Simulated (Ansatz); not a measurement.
## Computed energy against volume: SnO2 (rutile)

SnO2 (rutile)

```cif
data_O4Sn2
_chemical_formula_sum 'Sn2 O4'
_space_group_name_H-M_alt 'P42/mnm'
_space_group_IT_number 136
_space_group_name_Hall '-P 4n 2n'
_cell_length_a 4.75991
_cell_length_b 4.75991
_cell_length_c 3.20075
_cell_angle_alpha 90.000
_cell_angle_beta 90.000
_cell_angle_gamma 90.000
loop_
_atom_site_label
_atom_site_type_symbol
_atom_site_symmetry_multiplicity
_atom_site_Wyckoff_symbol
_atom_site_fract_x
_atom_site_fract_y
_atom_site_fract_z
_atom_site_occupancy
Sn1 Sn 2 a 0.00000 0.00000 0.00000 1
O1 O 4 f 0.30591 0.30591 0.00000 1
```

E(V) scan at fixed shape, V₀ the volume above. The atoms relax within the cell's symmetry.

Level of theory: r2SCAN (plane waves to 500 eV, PAW, scalar-relativistic; Ansatz, an electronic-structure program). k mesh 7×7×10 (Γ-centred), Fermi-Dirac smearing 0.05 eV. The energy includes the smearing's −TS. With the shape held, the modulus is that of even scaling; a crystal free to change shape is softer. SnO2 was relaxed with its symmetry unable to fall. ΔE is measured from the relaxed starting cell.

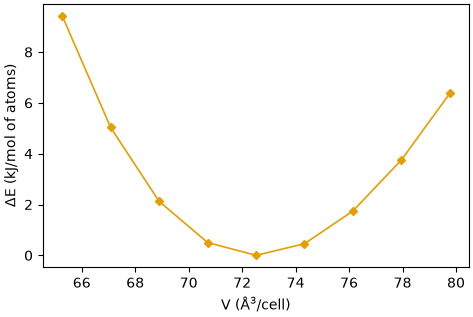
*ΔE (kJ/mol of atoms) against V (Å³/cell); markers are the computed points, lines only join them.*

The pressure derivative B₀′ (fit) comes out as 4.8. The energy cost of the largest expansion is 66.1 meV/atom, the equilibrium volume of the fit comes out as 12.09 Å³/atom and the pressure at the smallest volume is 28.6 GPa. The pressure for 5 % compression (fit) is 12.2 GPa.

P = (3B₀/2)(x⁷ − x⁵)[1 + ¾(B₀′ − 4)(x² − 1)] with x = (1/0.95)^(1/3), B₀ = 211 GPa and B₀′ = 4.82.

(A scan under strain: stresses follow from slopes of the energy per volume, elastic moduli from its curvatures.)
